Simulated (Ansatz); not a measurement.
## Run report: AlNH4SF2, nudged elastic band

The run: nudged elastic band of AlNH4SF2. Method and program: RKS PBE0-D4/STO-3G (Ansatz 0.2.0).

Figures and captions count atoms from 1; the log counts them from 0 in places.

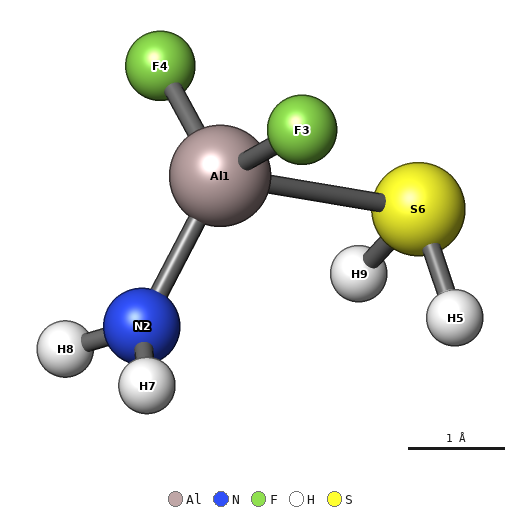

The input geometry (ball-and-stick view, seen at a tilt; atoms are numbered from 1 in the order of the input). Sticks mark near contacts. Bond lengths as drawn: Al–F 1.66 Å, Al–N 1.77 Å, Al–S 2.52 Å, H–N 1.01 Å and H–S 1.34 Å.

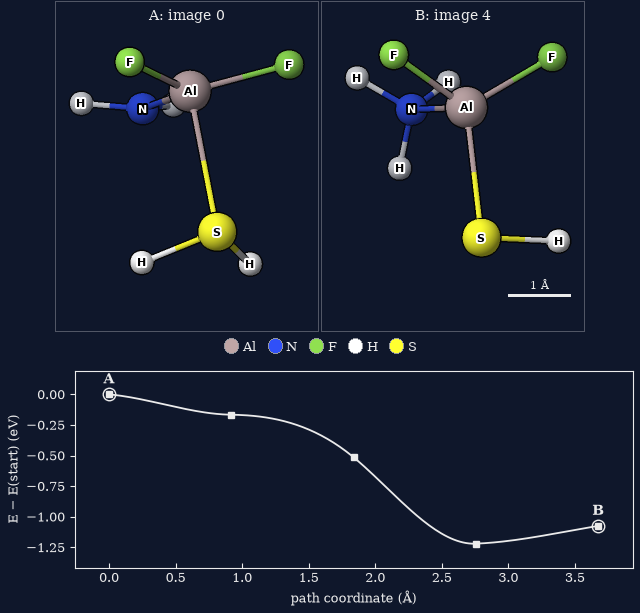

Images of the last band (counted from 0; ball-and-stick, seen at a tilt) above the energy along the path; the line is a cubic interpolation that uses the forces. No image lies above both ends; the end is 1.075 eV below the start. The path is 3.68 Å long. The band converged in 12 iterations. The end points carry forces over 0.1 eV/Å, so they aren't fully relaxed minima and the barriers are approximate.

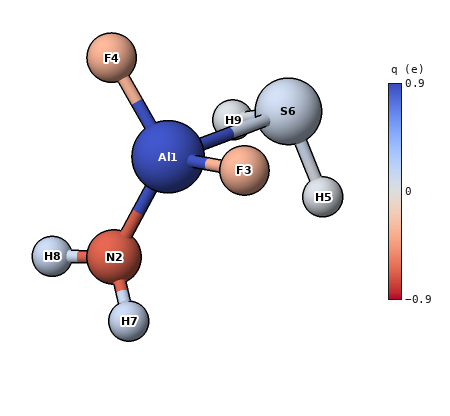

Mulliken charges, as the colour of each atom (ball-and-stick view, seen at a tilt; atoms are numbered from 1 in the order of the input). By element: Al +0.86, N −0.66, F −0.33, H +0.04 to +0.13 and S +0.11 e.

The input that produced these results follows, with the program's output.

Input
```yaml
crystal:
  periodic: [false, false, false]
  atoms:
    - {symbol: Al, position_ang: [-0.174265, -0.290736, -0.860755]}
    - {symbol: N, position_ang: [0.056000, 1.418935, -0.461166]}
    - {symbol: F, position_ang: [1.084869, -1.083919, -1.592741]}
    - {symbol: F, position_ang: [-1.725724, -0.820142, -1.111825]}
    - {symbol: H, position_ang: [1.190189, -0.913818, 1.693719]}
    - {symbol: S, position_ang: [0.076400, -1.555235, 1.300432]}
    - {symbol: H, position_ang: [0.914667, 1.915811, -0.631625]}
    - {symbol: H, position_ang: [-0.703617, 2.070322, -0.352303]}
    - {symbol: H, position_ang: [-0.718418, -0.741217, 2.016164]}
basis:
  gaussian: {orbitals: STO-3G}
hamiltonian: {xc: pbe0, dispersion: d4}
neb:
  images: 3
  climbing: false
  max_iterations: 40
  initial_path: idpp
  spring: 2.5
  final_atoms:
    - {symbol: Al, position_ang: [-0.136190, -0.721706, -0.475914]}
    - {symbol: N, position_ang: [0.334830, 1.194324, -0.073511]}
    - {symbol: F, position_ang: [0.910644, -0.947877, -1.745866]}
    - {symbol: F, position_ang: [-1.746388, -0.504140, -0.829653]}
    - {symbol: H, position_ang: [0.708019, 1.292402, 0.865627]}
    - {symbol: S, position_ang: [0.322413, -1.867119, 1.348718]}
    - {symbol: H, position_ang: [1.033349, 1.524711, -0.733044]}
    - {symbol: H, position_ang: [-0.487716, 1.784465, -0.155852]}
    - {symbol: H, position_ang: [-0.938860, -1.755061, 1.799397]}
```

Launched with:
```bash
ansatz run in.yaml --threads 3 --pin off --events-out ev --progress --plain --max-ram 6092MiB
```

What the program printed
```
Functional definition: PBE0
  name "PBE0"
  cite "Adamo & Barone, J. Chem. Phys. 110, 6158 (1999) doi:10.1063/1.478522"
  cite "Perdew, Burke & Ernzerhof, Phys. Rev. Lett. 77, 3865 (1996) doi:10.1103/PhysRevLett.77.3865"
  parent pbe
  parameter a = 0.25
  parameter kappa = 0.804
  parameter beta = 0.06672455060314922
  exchange = (1 - a)*pbe_x(kappa = kappa, mu = beta*pi^2/3) + a*exact_x
  correlation = pbe_c(beta = beta)
502 factors; integrals over basis functions are off by at most 1.3e-5 eV
mean field evaluation 1: about -24109.0421 eV, gradient 3.2e1 eV
mean field evaluation 2: about -24109.9829 eV, gradient 3.0e1 eV
mean field evaluation 4: about -24112.7914 eV, gradient 7.0e-1 eV
mean field evaluation 8: about -24112.7813 eV, gradient 1.1e-2 eV
mean field -24112.78134082 eV, -886.1283700448 hartree, gradient 4.2e-5 eV, S^2 0.000000; 0 other end points of the search recorded, 0 dependent functions left out
the calculation of the forces begins
reference -24112.78135690 eV, -886.1283706358 hartree; 29, 29 occupied and 8, 8 virtual orbitals, 502 factors
509 factors; integrals over basis functions are off by at most 4.7e-5 eV
mean field evaluation 16: about -24113.8646 eV, gradient 6.0e-1 eV
mean field -24113.85661487 eV, -886.1678856374 hartree, gradient 1.5e-5 eV, S^2 0.000000; 0 other end points of the search recorded, 0 dependent functions left out
[... from here on the field's lines of each further geometry are left out, up to the last ...]
WARN: NEB end point (image 0): max|allowed force component| = 2.512e0 eV/Å (the criterion of neb.relax_end_points is 1.000e-2). That is over neb.f_tol: it is no minimum, so the barrier can be far off. Relax it first
WARN: NEB end point (image 4): max|allowed force component| = 1.820e0 eV/Å (the criterion of neb.relax_end_points is 1.000e-2). That is over neb.f_tol: it is no minimum, so the barrier can be far off. Relax it first
NEB iter   1: max|band force component| = 4.721e0 eV/Å  barrier→ = 3.4402 eV  barrier← = 4.5148 eV  Δτ_max = 0.1991 Å  (118 SCF iters)
NEB iter   2: max|band force component| = 4.354e0 eV/Å  barrier→ = 1.9734 eV  barrier← = 3.0480 eV  Δτ_max = 0.2000 Å  (80 SCF iters)
NEB iter   3: max|band force component| = 6.088e0 eV/Å  barrier→ = 0.3963 eV  barrier← = 1.4709 eV  Δτ_max = 0.1007 Å  (70 SCF iters)
NEB iter   4: max|band force component| = 1.481e0 eV/Å  barrier→ = 0.0000 eV  barrier← = 1.0746 eV  Δτ_max = 0.2000 Å  (71 SCF iters)
NEB iter   5: max|band force component| = 1.667e0 eV/Å  barrier→ = 0.0000 eV  barrier← = 1.0746 eV  Δτ_max = 0.0988 Å  (72 SCF iters)
NEB iter   6: max|band force component| = 5.670e-1 eV/Å  barrier→ = 0.0000 eV  barrier← = 1.0746 eV  Δτ_max = 0.1084 Å  (71 SCF iters)
NEB iter   7: max|band force component| = 1.900e-1 eV/Å  barrier→ = 0.0000 eV  barrier← = 1.0746 eV  Δτ_max = 0.0758 Å  (74 SCF iters)
NEB iter   8: max|band force component| = 1.229e-1 eV/Å  barrier→ = 0.0000 eV  barrier← = 1.0746 eV  Δτ_max = 0.0527 Å  (72 SCF iters)
NEB iter   9: max|band force component| = 1.187e-1 eV/Å  barrier→ = 0.0000 eV  barrier← = 1.0746 eV  Δτ_max = 0.0211 Å  (75 SCF iters)
NEB iter  10: max|band force component| = 6.043e-2 eV/Å  barrier→ = 0.0000 eV  barrier← = 1.0746 eV  Δτ_max = 0.0258 Å  (76 SCF iters)
NEB iter  11: max|band force component| = 5.107e-2 eV/Å  barrier→ = 0.0000 eV  barrier← = 1.0746 eV  Δτ_max = 0.0049 Å  (71 SCF iters)
the calculation of the forces begins
reference -24112.81481385 eV, -886.1296001562 hartree; 29, 29 occupied and 8, 8 virtual orbitals, 503 factors
these checks for a lower state are left out or cut short: stability, starts, cluster_reference, orbital_swaps, neighbouring_geometries, increment
503 factors; integrals over basis functions are off by at most 1.9e-5 eV
mean field -24112.80250334 eV, -886.1291477531 hartree, gradient 1.9e-6 eV, S^2 0.000000; 0 other end points of the search recorded, 0 dependent functions left out
the calculation of the forces begins
reference -24112.80251861 eV, -886.1291483143 hartree; 29, 29 occupied and 8, 8 virtual orbitals, 503 factors
NEB iter  12: max|band force component| = 3.063e-2 eV/Å  barrier→ = 0.0000 eV  barrier← = 1.0746 eV  highest movable image's point: of a kind that is not told: the force calls were inconclusive, a negative curvature could not be distinguished from the path's own, the only one lies far off the path, or fixed occupations may fill a level only in part  Δτ_max = 0.0000 Å  (478 SCF iters)
Total energy: -24112.93773829 eV, -886.1341175460 hartree
Atom 0 at    -0.174265    -0.290736    -0.860755 Å, force    -0.082271    -0.172829    -0.396947 eV/Å
Atom 1 at     0.056000     1.418935    -0.461166 Å, force    -0.199285    -2.512469     0.215123 eV/Å
Atom 2 at     1.084869    -1.083919    -1.592741 Å, force    -0.529136     0.427861     0.285997 eV/Å
Atom 3 at    -1.725724    -0.820142    -1.111825 Å, force     0.661137     0.317370     0.082969 eV/Å
Atom 4 at     1.190189    -0.913818     1.693719 Å, force     0.306563     0.206120     0.218965 eV/Å
Atom 5 at     0.076400    -1.555235     1.300432 Å, force    -0.104412    -0.164429    -0.532444 eV/Å
Atom 6 at     0.914667     1.915811    -0.631625 Å, force     1.024944     0.733269    -0.252518 eV/Å
Atom 7 at    -0.703617     2.070322    -0.352303 Å, force    -0.900267     0.915320     0.078380 eV/Å
Atom 8 at    -0.718418    -0.741217     2.016164 Å, force    -0.177272     0.249788     0.300475 eV/Å
Dipole moment:     0.131504     0.088367     0.728901 e Å
```

The last band as extended XYZ (Å, eV, eV/Å)
```
9
Properties=species:S:1:pos:R:3:forces:R:3 image=0 energy=-24112.93772
Al   -0.1743   -0.2907   -0.8608   -0.0823  -0.1728  -0.3969
N     0.0560    1.4189   -0.4612   -0.1993  -2.5125   0.2151
F     1.0849   -1.0839   -1.5927   -0.5291   0.4279   0.2860
F    -1.7257   -0.8201   -1.1118    0.6611   0.3174   0.0830
H     1.1902   -0.9138    1.6937    0.3066   0.2061   0.2190
S     0.0764   -1.5552    1.3004   -0.1044  -0.1644  -0.5324
H     0.9147    1.9158   -0.6316    1.0249   0.7333  -0.2525
H    -0.7036    2.0703   -0.3523   -0.9003   0.9153   0.0784
H    -0.7184   -0.7412    2.0162   -0.1773   0.2498   0.3005
9
Properties=species:S:1:pos:R:3:forces:R:3 image=1 energy=-24113.10383
Al   -0.1634   -0.3191   -0.8590   -0.0036  -0.0128  -0.0077
N     0.2954    1.2785   -0.1750    0.0006   0.0014   0.0187
F     0.9243   -1.0986   -1.7994   -0.0019   0.0002  -0.0054
F    -1.7551   -0.6357   -1.0757   -0.0010   0.0022   0.0023
H     0.8771   -0.4223    1.7496   -0.0015   0.0141   0.0026
S     0.1729   -1.4788    1.2678    0.0052  -0.0026  -0.0006
H     1.0854    1.7246   -0.6948    0.0021   0.0004  -0.0033
H    -0.4684    1.9874   -0.2648    0.0047   0.0030  -0.0047
H    -0.9683   -1.0361    1.8514   -0.0046  -0.0059  -0.0018
9
Properties=species:S:1:pos:R:3:forces:R:3 image=2 energy=-24113.45168
Al   -0.1753   -0.4594   -0.8263   -0.0091  -0.1898   0.0764
N     0.4106    1.0929   -0.0003    0.0576  -0.2004   0.1927
F     0.9041   -1.1362   -1.8466   -0.0265  -0.0149  -0.0719
F    -1.7756   -0.5296   -1.1474   -0.0192   0.0107  -0.0377
H     0.5911    0.0233    1.2218   -0.2561   0.5862  -0.6257
S     0.1661   -1.3803    1.2986    0.1057   0.1436   0.0202
H     1.2281    1.5485   -0.4773    0.0525  -0.1513   0.2011
H    -0.3027    1.8664   -0.0102    0.0819  -0.1608   0.2808
H    -1.0463   -1.0255    1.7876    0.0132  -0.0233  -0.0358
9
Properties=species:S:1:pos:R:3:forces:R:3 image=3 energy=-24114.15754
Al   -0.2454   -0.6634   -0.6980    0.0133   0.0166   0.0011
N     0.4884    1.0567    0.0169   -0.0043   0.0062   0.0012
F     0.7986   -1.0757   -1.8886   -0.0044  -0.0027  -0.0069
F    -1.7868   -0.3090   -1.1245   -0.0012  -0.0065  -0.0112
H     0.5887    0.6225    0.9916   -0.0043  -0.0438   0.0121
S     0.0685   -1.5017    1.2730    0.0015   0.0089   0.0011
H     1.4331    1.3842   -0.2948   -0.0036   0.0028  -0.0023
H    -0.1146    1.9097    0.0900   -0.0051  -0.0034  -0.0011
H    -1.2304   -1.4233    1.6343    0.0080   0.0219   0.0059
9
Properties=species:S:1:pos:R:3:forces:R:3 image=4 energy=-24114.01229
Al   -0.2222   -0.6258   -0.5700   -0.1632  -0.9570   0.1333
N     0.5625    1.1034    0.1002   -0.8104  -1.8195  -0.5679
F     0.8862   -0.9244   -1.7709   -0.4698   0.1971   0.4522
F    -1.7165   -0.0525   -1.0213    0.6359  -0.1946   0.1747
H     0.8497    1.0257    1.0709    0.5173   0.0523   1.5209
S    -0.1796   -2.0242    1.1312    0.2095   0.9480  -1.0185
H     1.3749    1.3532   -0.4563    1.2633   0.5040  -0.7584
H    -0.1193    1.8525    0.0256   -0.9391   1.2602  -0.0538
H    -1.4355   -1.7079    1.4905   -0.2435   0.0095   0.1174
```

Summary

| quantity | value |
| --- | --- |
| outcome | converged |
| barrier, forward | 0.000 eV |
| barrier, backward | 1.075 eV |
| dipole moment (one image of the band) | 3.58 D |
| hardware | 3 CPU threads, shared host |
| wall time | 42 s (CPU time 1.8 min) |
| peak memory | 0.57 GiB |
